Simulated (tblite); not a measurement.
## C5H6AlF2N: geometry relaxation (part 1 of 4)

The run: geometry relaxation of C5H6AlF2N, SMILES Fc1cc[n+]([AlH3-])cc1F. Method and program: GFN2-xTB geometry optimisation, gas phase (tblite 0.8.0).

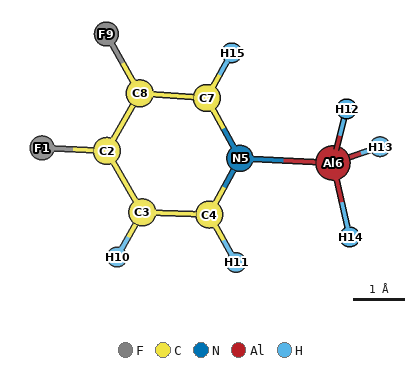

Figure 1. The starting structure (ball-and-stick view, seen at a tilt; atoms are numbered from 1 in the order of the input). Sticks mark near contacts. Bond lengths as drawn: Al–H 1.59 to 1.60 Å, Al–N 1.92 Å, C–C 1.39 to 1.41 Å, C–F 1.34 to 1.35 Å, C–H 1.09 Å and C–N 1.36 Å.

The input
```
{"job": {"kind": "relax", "xc": "GFN2-xTB", "basis": "xTB"}, "charge": 0, "multiplicity": 1}
F     -3.532000    -0.201400    -0.074700
C     -2.191600    -0.124200    -0.053300
C     -1.412000    -1.213800    -0.477600
C     -0.028000    -1.115400    -0.453100
N      0.577600     0.005400     0.030100
Al     2.494000     0.115900     0.026800
C     -0.155300     1.080600     0.439500
C     -1.546200     1.029500     0.425100
F     -2.277400     2.083100     0.845200
H     -1.906100    -2.109300    -0.843000
H      0.559000    -1.966000    -0.791500
H      2.970700     1.069700     1.218600
H      2.994000     0.710500    -1.356100
H      3.119700    -1.341900     0.239800
H      0.329000     1.985300     0.802300
```

The first line tells a small driver script what to run in tblite; the rest is the geometry in Å.

Run as:
```bash
OMP_NUM_THREADS=1 python <driver script> task.json out
```

What the program printed
```
step      E/eV     max force
  0    -740.58257    2.517
  1    -740.75671    1.800
  2    -740.91515    0.821
  3    -740.98133    0.619
  4    -741.00883    0.347
  5    -741.02625    0.285
  6    -741.03633    0.274
  7    -741.04292    0.201
  8    -741.04840    0.185
  9    -741.05436    0.188
 10    -741.06074    0.211
 11    -741.06847    0.256
 12    -741.07835    0.289
 13    -741.08723    0.204
 14    -741.09197    0.152
 15    -741.09383    0.102
 16    -741.09463    0.073
 17    -741.09511    0.055
 18    -741.09533    0.047
 19    -741.09547    0.032
 20    -741.09560    0.027
 21    -741.09573    0.031
 22    -741.09581    0.019
 23    -741.09585    0.018
 24    -741.09590    0.019
 25    -741.09597    0.023
 26    -741.09605    0.026
 27    -741.09615    0.027
 28    -741.09625    0.028
 29    -741.09638    0.031
 30    -741.09654    0.033
 31    -741.09669    0.029
 32    -741.09680    0.025
 33    -741.09689    0.022
 34    -741.09697    0.022
 35    -741.09706    0.027
 36    -741.09715    0.025
 37    -741.09723    0.021
 38    -741.09731    0.022
 39    -741.09739    0.021
 40    -741.09747    0.019
 41    -741.09760    0.031
 42    -741.09784    0.049
 43    -741.09823    0.066
 44    -741.09873    0.065
 45    -741.09914    0.039
 46    -741.09930    0.019
 47    -741.09935    0.021
 48    -741.09942    0.024
 49    -741.09951    0.021
 50    -741.09957    0.015
 51    -741.09960    0.011
 52    -741.09962    0.013
 53    -741.09963    0.012
 54    -741.09964    0.007
```

Trajectory as extended XYZ (Å, eV, eV/Å), 53 of the 55 frames kept, from step=0 to step=54
```
15
Properties=species:S:1:pos:R:3:forces:R:3 step=0 energy=-740.58257
F    -3.5320   -0.2014   -0.0747    0.7370   0.0220   0.0000
C    -2.1916   -0.1242   -0.0533    0.0480  -0.2740   0.0580
C    -1.4120   -1.2138   -0.4776   -0.3330   0.3800  -0.0370
C    -0.0280   -1.1154   -0.4531   -0.3260   1.2660   0.7590
N     0.5776    0.0054    0.0301   -1.5500   0.1250  -0.2590
Al    2.4940    0.1159    0.0268    2.5110   0.1180   0.1350
C    -0.1553    1.0806    0.4395   -0.0320  -1.3860  -0.4110
C    -1.5462    1.0295    0.4251   -0.2730   0.0770  -0.1090
F    -2.2774    2.0831    0.8452    0.4620  -0.5200  -0.2110
H    -1.9061   -2.1093   -0.8430    0.0790   0.2130   0.0850
H     0.5590   -1.9660   -0.7915    0.3160   0.4750   0.2180
H     2.9707    1.0697    1.2186   -0.6390  -0.0190  -0.0270
H     2.9940    0.7105   -1.3561   -0.6360  -0.0290  -0.0490
H     3.1197   -1.3419    0.2398   -0.6560  -0.0310  -0.0390
H     0.3290    1.9853    0.8023    0.2920  -0.4160  -0.1120
15
Properties=species:S:1:pos:R:3:forces:R:3 step=1 energy=-740.75671
F    -3.5214   -0.2011   -0.0747    0.2820  -0.0110  -0.0110
C    -2.1909   -0.1281   -0.0524    0.1350   0.0370   0.1320
C    -1.4168   -1.2084   -0.4781   -0.1770   0.1670  -0.0550
C    -0.0326   -1.0973   -0.4423   -0.3780   0.0300   0.1670
N     0.5555    0.0072    0.0264   -0.1220   0.0540  -0.1640
Al    2.5299    0.1176    0.0288    1.7960   0.0830   0.0820
C    -0.1557    1.0608    0.4337   -0.4230  -0.0260   0.0680
C    -1.5501    1.0306    0.4236   -0.0060  -0.3230  -0.2210
F    -2.2708    2.0757    0.8422    0.2470  -0.2000  -0.0860
H    -1.9050   -2.1062   -0.8418    0.0690   0.1850   0.0680
H     0.5635   -1.9592   -0.7884    0.0760   0.8130   0.3530
H     2.9616    1.0694    1.2182   -0.5460   0.0380   0.0490
H     2.9850    0.7101   -1.3568   -0.5280   0.0060  -0.1100
H     3.1104   -1.3424    0.2393   -0.5540  -0.1100  -0.0210
H     0.3332    1.9794    0.8007    0.1280  -0.7450  -0.2520
15
Properties=species:S:1:pos:R:3:forces:R:3 step=2 energy=-740.91515
F    -3.5076   -0.2012   -0.0750   -0.2500  -0.0200  -0.0060
C    -2.1869   -0.1295   -0.0485   -0.0560   0.0170   0.0250
C    -1.4244   -1.2007   -0.4799    0.0200  -0.1400  -0.0630
C    -0.0454   -1.0855   -0.4313   -0.1720  -0.5050  -0.1950
N     0.5388    0.0097    0.0198    0.8170   0.0790  -0.0070
Al    2.5990    0.1208    0.0321    0.7350   0.0420   0.0140
C    -0.1671    1.0481    0.4319   -0.1480   0.4580   0.1690
C    -1.5526    1.0228    0.4168    0.0640  -0.1130  -0.0490
F    -2.2603    2.0659    0.8381   -0.0050   0.0730   0.0200
H    -1.9025   -2.0995   -0.8392   -0.0280   0.0630   0.0110
H     0.5682   -1.9337   -0.7773   -0.0020   0.7110   0.3170
H     2.9417    1.0702    1.2193   -0.3520   0.1400   0.1780
H     2.9655    0.7100   -1.3601   -0.3380   0.0610  -0.2140
H     3.0901   -1.3455    0.2384   -0.3440  -0.2480   0.0100
H     0.3391    1.9561    0.7931    0.0590  -0.6190  -0.2110
15
Properties=species:S:1:pos:R:3:forces:R:3 step=3 energy=-740.98133
F    -3.5043   -0.2015   -0.0752   -0.4390  -0.0250  -0.0020
C    -2.1868   -0.1314   -0.0465   -0.1150   0.0490  -0.0190
C    -1.4283   -1.1991   -0.4820    0.0700  -0.1460  -0.0020
C    -0.0548   -1.0845   -0.4273    0.1680  -0.0640  -0.0970
N     0.5414    0.0130    0.0161    0.6140  -0.0740   0.0140
Al    2.6508    0.1234    0.0342    0.1320   0.0240  -0.0360
C    -0.1735    1.0449    0.4322    0.1530   0.1540  -0.0010
C    -1.5538    1.0189    0.4132    0.0620  -0.0870   0.0070
F    -2.2544    2.0613    0.8360   -0.1450   0.2200   0.0790
H    -1.9019   -2.0949   -0.8377   -0.1140  -0.0950  -0.0550
H     0.5717   -1.9081   -0.7659    0.1100   0.3300   0.1640
H     2.9242    1.0734    1.2233   -0.2160   0.1880   0.2410
H     2.9486    0.7111   -1.3660   -0.2110   0.0850  -0.2510
H     3.0727   -1.3520    0.2381   -0.2000  -0.3110   0.0290
H     0.3440    1.9336    0.7857    0.1310  -0.2480  -0.0720
15
Properties=species:S:1:pos:R:3:forces:R:3 step=4 energy=-741.00883
F    -3.5097   -0.2021   -0.0753   -0.2970  -0.0140   0.0040
C    -2.1889   -0.1318   -0.0459   -0.2090  -0.0580  -0.0760
C    -1.4294   -1.2001   -0.4829    0.0920  -0.0230   0.0600
C    -0.0558   -1.0812   -0.4253    0.1450   0.0780  -0.0580
N     0.5499    0.0129    0.0141    0.3380   0.0150   0.0750
Al    2.6810    0.1252    0.0347   -0.1460   0.0110  -0.0440
C    -0.1730    1.0426    0.4310    0.1920  -0.1000  -0.1080
C    -1.5538    1.0155    0.4115    0.0600   0.0810   0.0820
F    -2.2538    2.0625    0.8362   -0.0690   0.1120   0.0370
H    -1.9037   -2.0945   -0.8381   -0.1030  -0.1270  -0.0660
H     0.5763   -1.8903   -0.7575    0.2180   0.0420   0.0430
H     2.9112    1.0784    1.2296   -0.1450   0.1740   0.2250
H     2.9358    0.7132   -1.3736   -0.1430   0.0810  -0.2300
H     3.0599   -1.3610    0.2384   -0.1300  -0.2860   0.0300
H     0.3495    1.9188    0.7811    0.1970   0.0140   0.0260
15
Properties=species:S:1:pos:R:3:forces:R:3 step=5 energy=-741.02625
F    -3.5183   -0.2027   -0.0753   -0.1290  -0.0150   0.0020
C    -2.1945   -0.1336   -0.0471   -0.0850   0.0630  -0.0170
C    -1.4283   -1.2008   -0.4822   -0.0030  -0.0080   0.0460
C    -0.0543   -1.0777   -0.4251    0.1820   0.1700   0.0030
N     0.5615    0.0136    0.0145    0.0280  -0.0660   0.0280
Al    2.6984    0.1267    0.0342   -0.2810  -0.0020  -0.0250
C    -0.1694    1.0386    0.4280    0.1430  -0.0460  -0.0640
C    -1.5525    1.0153    0.4121   -0.0160  -0.0410   0.0160
F    -2.2541    2.0649    0.8368    0.0300   0.0210   0.0040
H    -1.9068   -2.0966   -0.8395   -0.0090  -0.0380  -0.0260
H     0.5838   -1.8779   -0.7513    0.2530  -0.1280  -0.0320
H     2.8997    1.0850    1.2382   -0.1030   0.1230   0.1590
H     2.9245    0.7161   -1.3830   -0.1040   0.0600  -0.1710
H     3.0488   -1.3724    0.2392   -0.0960  -0.2030   0.0210
H     0.3572    1.9094    0.7786    0.1880   0.1100   0.0570
15
Properties=species:S:1:pos:R:3:forces:R:3 step=6 energy=-741.03633
F    -3.5263   -0.2034   -0.0753    0.0530  -0.0030   0.0050
C    -2.1990   -0.1327   -0.0479   -0.0210  -0.0440  -0.0320
C    -1.4277   -1.2019   -0.4810    0.0350   0.0980   0.0510
C    -0.0493   -1.0738   -0.4258    0.0220  -0.0140  -0.0270
N     0.5699    0.0123    0.0153   -0.1280   0.0620   0.0440
Al    2.6996    0.1273    0.0334   -0.2740  -0.0110  -0.0010
C    -0.1646    1.0375    0.4258    0.0270  -0.0400  -0.0260
C    -1.5520    1.0138    0.4127    0.0570   0.0250   0.0140
F    -2.2542    2.0671    0.8374    0.1180  -0.0730  -0.0320
H    -1.9086   -2.0984   -0.8408    0.0570   0.0270   0.0050
H     0.5926   -1.8741   -0.7487    0.1960  -0.1200  -0.0360
H     2.8920    1.0910    1.2459   -0.0960   0.0630   0.0790
H     2.9169    0.7189   -1.3914   -0.0970   0.0330  -0.1010
H     3.0415   -1.3825    0.2401   -0.0970  -0.1070   0.0080
H     0.3647    1.9068    0.7785    0.1480   0.1040   0.0490
15
Properties=species:S:1:pos:R:3:forces:R:3 step=7 energy=-741.04292
F    -3.5308   -0.2039   -0.0752    0.1500  -0.0010   0.0030
C    -2.2021   -0.1330   -0.0493    0.0890   0.0360   0.0260
C    -1.4260   -1.2010   -0.4792    0.0200   0.0170  -0.0170
C    -0.0456   -1.0734   -0.4276    0.0170  -0.0320   0.0090
N     0.5740    0.0129    0.0171   -0.1840  -0.0240  -0.0260
Al    2.6913    0.1273    0.0327   -0.2000  -0.0120   0.0160
C    -0.1610    1.0374    0.4243   -0.0190   0.0740   0.0510
C    -1.5501    1.0138    0.4136    0.0200  -0.0400  -0.0380
F    -2.2525    2.0677    0.8374    0.1400  -0.0830  -0.0340
H    -1.9086   -2.0994   -0.8417    0.1120   0.1020   0.0390
H     0.6011   -1.8751   -0.7483    0.1100  -0.0450  -0.0120
H     2.8865    1.0958    1.2520   -0.1070   0.0110   0.0110
H     2.9115    0.7212   -1.3982   -0.1090   0.0060  -0.0350
H     3.0363   -1.3904    0.2408   -0.1160  -0.0250  -0.0050
H     0.3716    1.9081    0.7796    0.0760   0.0170   0.0120
15
Properties=species:S:1:pos:R:3:forces:R:3 step=8 energy=-741.04840
F    -3.5317   -0.2043   -0.0750    0.1850   0.0050   0.0040
C    -2.2028   -0.1322   -0.0498    0.1610  -0.0180   0.0190
C    -1.4241   -1.2005   -0.4783    0.0500   0.0290  -0.0340
C    -0.0417   -1.0737   -0.4290   -0.0460  -0.1130   0.0020
N     0.5741    0.0123    0.0179   -0.1220   0.0260  -0.0250
Al    2.6795    0.1270    0.0324   -0.1130  -0.0100   0.0190
C    -0.1581    1.0393    0.4244   -0.0520   0.0490   0.0580
C    -1.5483    1.0129    0.4135    0.0630  -0.0070  -0.0380
F    -2.2487    2.0669    0.8369    0.1050  -0.0420  -0.0170
H    -1.9065   -2.0982   -0.8416    0.1050   0.0860   0.0350
H     0.6098   -1.8770   -0.7484    0.0210   0.0450   0.0200
H     2.8804    1.0997    1.2570   -0.1220  -0.0320  -0.0440
H     2.9053    0.7232   -1.4042   -0.1250  -0.0190   0.0260
H     3.0301   -1.3971    0.2413   -0.1370   0.0420  -0.0140
H     0.3784    1.9097    0.7808    0.0270  -0.0400  -0.0130
15
Properties=species:S:1:pos:R:3:forces:R:3 step=9 energy=-741.05436
F    -3.5292   -0.2046   -0.0747    0.1880   0.0060   0.0030
C    -2.2003   -0.1323   -0.0501    0.1680   0.0020   0.0290
C    -1.4210   -1.1989   -0.4778    0.0730  -0.0420  -0.0670
C    -0.0387   -1.0757   -0.4301   -0.0220  -0.0780   0.0230
N     0.5719    0.0127    0.0184    0.0000  -0.0210  -0.0440
Al    2.6663    0.1266    0.0324   -0.0440  -0.0060   0.0120
C    -0.1560    1.0410    0.4250   -0.0180   0.0500   0.0590
C    -1.5449    1.0120    0.4128    0.0480   0.0230  -0.0260
F    -2.2425    2.0653    0.8361    0.0360   0.0270   0.0110
H    -1.9023   -2.0954   -0.8409    0.0710   0.0370   0.0160
H     0.6202   -1.8773   -0.7475   -0.0550   0.1030   0.0400
H     2.8703    1.1036    1.2619   -0.1300  -0.0710  -0.0920
H     2.8951    0.7250   -1.4106   -0.1370  -0.0440   0.0890
H     3.0197   -1.4040    0.2416   -0.1510   0.1030  -0.0210
H     0.3869    1.9101    0.7817   -0.0280  -0.0890  -0.0340
15
Properties=species:S:1:pos:R:3:forces:R:3 step=10 energy=-741.06074
F    -3.5224   -0.2049   -0.0744    0.1320   0.0040   0.0030
C    -2.1948   -0.1322   -0.0498    0.1680  -0.0060   0.0120
C    -1.4164   -1.1980   -0.4786    0.0700  -0.0530  -0.0560
C    -0.0357   -1.0779   -0.4303    0.0210  -0.0410   0.0200
N     0.5692    0.0125    0.0178    0.1410  -0.0030  -0.0150
Al    2.6535    0.1261    0.0327   -0.0090  -0.0010  -0.0020
C    -0.1535    1.0428    0.4264    0.0360  -0.0160   0.0170
C    -1.5405    1.0115    0.4115    0.0530   0.0610   0.0050
F    -2.2347    2.0639    0.8353   -0.0520   0.1070   0.0410
H    -1.8964   -2.0918   -0.8399    0.0090  -0.0600  -0.0240
H     0.6313   -1.8750   -0.7455   -0.1000   0.1090   0.0420
H     2.8555    1.1068    1.2658   -0.1270  -0.0980  -0.1240
H     2.8801    0.7261   -1.4162   -0.1370  -0.0630   0.1380
H     3.0042   -1.4102    0.2414   -0.1510   0.1450  -0.0240
H     0.3963    1.9081    0.7818   -0.0540  -0.0850  -0.0320
15
Properties=species:S:1:pos:R:3:forces:R:3 step=11 energy=-741.06847
F    -3.5115   -0.2052   -0.0739    0.0660  -0.0010   0.0020
C    -2.1849   -0.1325   -0.0493    0.0880   0.0170  -0.0020
C    -1.4098   -1.1975   -0.4804    0.0750  -0.0820  -0.0380
C    -0.0315   -1.0805   -0.4298    0.0740   0.0540   0.0230
N     0.5681    0.0126    0.0170    0.2550  -0.0240   0.0120
Al    2.6390    0.1257    0.0331    0.0070   0.0040  -0.0190
C    -0.1498    1.0437    0.4280    0.0950  -0.0520  -0.0260
C    -1.5342    1.0122    0.4100    0.0390   0.1030   0.0470
F    -2.2260    2.0640    0.8349   -0.1140   0.1440   0.0540
H    -1.8892   -2.0887   -0.8393   -0.0520  -0.1490  -0.0630
H     0.6432   -1.8699   -0.7421   -0.1000   0.0520   0.0200
H     2.8345    1.1088    1.2682   -0.1110  -0.1110  -0.1380
H     2.8586    0.7263   -1.4205   -0.1260  -0.0730   0.1670
H     2.9818   -1.4149    0.2408   -0.1350   0.1650  -0.0220
H     0.4071    1.9039    0.7814   -0.0600  -0.0480  -0.0180
15
Properties=species:S:1:pos:R:3:forces:R:3 step=12 energy=-741.07835
F    -3.4951   -0.2056   -0.0733   -0.0360  -0.0060   0.0000
C    -2.1701   -0.1323   -0.0486    0.0190   0.0280  -0.0280
C    -1.3997   -1.1983   -0.4836    0.0230  -0.0570   0.0110
C    -0.0248   -1.0826   -0.4285    0.1310   0.1210   0.0050
N     0.5707    0.0120    0.0160    0.2810   0.0010   0.0670
Al    2.6202    0.1252    0.0333    0.0290   0.0080  -0.0330
C    -0.1432    1.0440    0.4297    0.1410  -0.0920  -0.0760
C    -1.5253    1.0152    0.4090    0.0260   0.0990   0.0750
F    -2.2164    2.0664    0.8354   -0.1410   0.1380   0.0490
H    -1.8805   -2.0875   -0.8397   -0.0900  -0.2020  -0.0880
H     0.6571   -1.8628   -0.7375   -0.0640  -0.0470  -0.0170
H     2.8049    1.1089    1.2683   -0.0820  -0.1060  -0.1280
H     2.8280    0.7250   -1.4225   -0.1020  -0.0690   0.1650
H     2.9499   -1.4174    0.2395   -0.1020   0.1560  -0.0150
H     0.4200    1.8978    0.7806   -0.0340   0.0290   0.0130
15
Properties=species:S:1:pos:R:3:forces:R:3 step=14 energy=-741.09197
F    -3.4739   -0.2062   -0.0724   -0.0910  -0.0010   0.0010
C    -2.1493   -0.1303   -0.0488   -0.0660   0.0160  -0.0360
C    -1.3854   -1.2020   -0.4874   -0.0270   0.0130   0.0520
C    -0.0115   -1.0814   -0.4271    0.0750   0.0590  -0.0330
N     0.5847    0.0112    0.0180    0.0400   0.0140   0.0770
Al    2.5973    0.1248    0.0322    0.0750   0.0070  -0.0160
C    -0.1299    1.0425    0.4296    0.0680   0.0020  -0.0400
C    -1.5122    1.0229    0.4108    0.0070  -0.0100   0.0340
F    -2.2096    2.0745    0.8376   -0.0170  -0.0170  -0.0140
H    -1.8721   -2.0937   -0.8435   -0.0040  -0.0460  -0.0280
H     0.6704   -1.8578   -0.7334    0.0130  -0.1410  -0.0550
H     2.7639    1.1025    1.2605   -0.0230  -0.0380  -0.0410
H     2.7846    0.7194   -1.4153   -0.0520  -0.0190   0.0510
H     2.9048   -1.4108    0.2369   -0.0280   0.0490   0.0040
H     0.4339    1.8923    0.7805    0.0300   0.1120   0.0450
15
Properties=species:S:1:pos:R:3:forces:R:3 step=15 energy=-741.09383
F    -3.4752   -0.2062   -0.0724   -0.0470   0.0060   0.0010
C    -2.1496   -0.1296   -0.0496   -0.0520   0.0050  -0.0180
C    -1.3853   -1.2026   -0.4866    0.0140   0.0180   0.0290
C    -0.0093   -1.0800   -0.4278    0.0030   0.0090  -0.0210
N     0.5881    0.0114    0.0200   -0.0210  -0.0110   0.0340
Al    2.5988    0.1249    0.0316    0.0590   0.0020  -0.0010
C    -0.1278    1.0427    0.4287    0.0070   0.0470   0.0040
C    -1.5116    1.0236    0.4120    0.0150  -0.0340   0.0020
F    -2.2112    2.0754    0.8378    0.0250  -0.0500  -0.0260
H    -1.8726   -2.0962   -0.8448    0.0380   0.0250   0.0020
H     0.6691   -1.8610   -0.7347    0.0040  -0.0950  -0.0380
H     2.7627    1.1001    1.2576   -0.0130  -0.0140  -0.0130
H     2.7825    0.7180   -1.4118   -0.0420  -0.0010   0.0060
H     2.9032   -1.4072    0.2368   -0.0150   0.0120   0.0080
H     0.4334    1.8947    0.7814    0.0250   0.0810   0.0320
15
Properties=species:S:1:pos:R:3:forces:R:3 step=16 energy=-741.09463
F    -3.4770   -0.2061   -0.0724   -0.0180   0.0090   0.0000
C    -2.1510   -0.1292   -0.0503   -0.0070  -0.0110  -0.0060
C    -1.3850   -1.2025   -0.4857   -0.0080   0.0200   0.0090
C    -0.0084   -1.0794   -0.4286    0.0070  -0.0310  -0.0110
N     0.5893    0.0111    0.0214   -0.0360   0.0070   0.0160
Al    2.6004    0.1250    0.0314    0.0380  -0.0020   0.0060
C    -0.1268    1.0438    0.4284    0.0060   0.0300   0.0180
C    -1.5111    1.0232    0.4126    0.0050  -0.0370  -0.0160
F    -2.2116    2.0749    0.8374    0.0300  -0.0440  -0.0230
H    -1.8722   -2.0967   -0.8452    0.0520   0.0490   0.0130
H     0.6686   -1.8641   -0.7360   -0.0270  -0.0350  -0.0170
H     2.7625    1.0990    1.2564   -0.0060  -0.0030  -0.0010
H     2.7814    0.7176   -1.4105   -0.0360   0.0060  -0.0120
H     2.9028   -1.4058    0.2369   -0.0070  -0.0020   0.0080
H     0.4337    1.8972    0.7824    0.0070   0.0440   0.0160
15
Properties=species:S:1:pos:R:3:forces:R:3 step=17 energy=-741.09511
F    -3.4780   -0.2059   -0.0724    0.0060   0.0110  -0.0010
C    -2.1515   -0.1292   -0.0508    0.0050  -0.0090   0.0050
C    -1.3847   -1.2021   -0.4850    0.0230   0.0110  -0.0080
C    -0.0072   -1.0795   -0.4292   -0.0230  -0.0150   0.0110
N     0.5895    0.0112    0.0226   -0.0080  -0.0100  -0.0060
Al    2.6013    0.1250    0.0313    0.0150  -0.0030   0.0070
C    -0.1257    1.0448    0.4286   -0.0120   0.0160   0.0230
C    -1.5104    1.0223    0.4126    0.0140  -0.0210  -0.0190
F    -2.2107    2.0738    0.8367    0.0160  -0.0240  -0.0140
H    -1.8706   -2.0961   -0.8453    0.0410   0.0350   0.0090
H     0.6687   -1.8663   -0.7368   -0.0390  -0.0030  -0.0050
H     2.7608    1.0985    1.2559    0.0020   0.0030   0.0050
H     2.7785    0.7174   -1.4103   -0.0290   0.0090  -0.0190
H     2.9009   -1.4055    0.2371    0.0010  -0.0090   0.0080
H     0.4347    1.8993    0.7833   -0.0110   0.0110   0.0030
```
